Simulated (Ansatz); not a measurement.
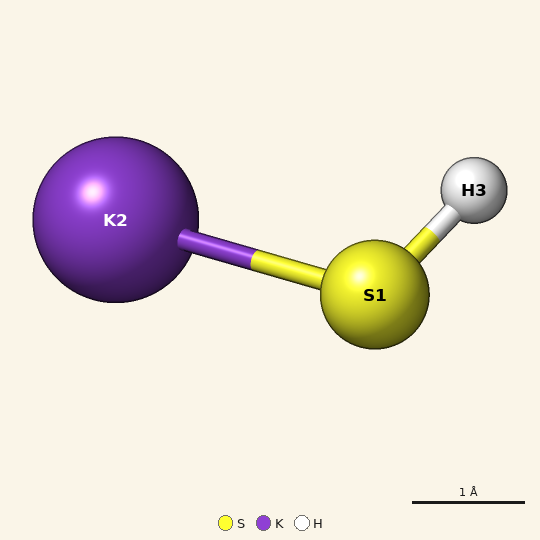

The picture comes from a calculation with Ansatz.

The atoms are numbered. Geometry: moved along internal coordinates away from the minimum.

### What is the geometry at S1?

S1 has 2 neighbours (K2 at 2.83, H3 at 1.34 Å); the arrangement is bent.
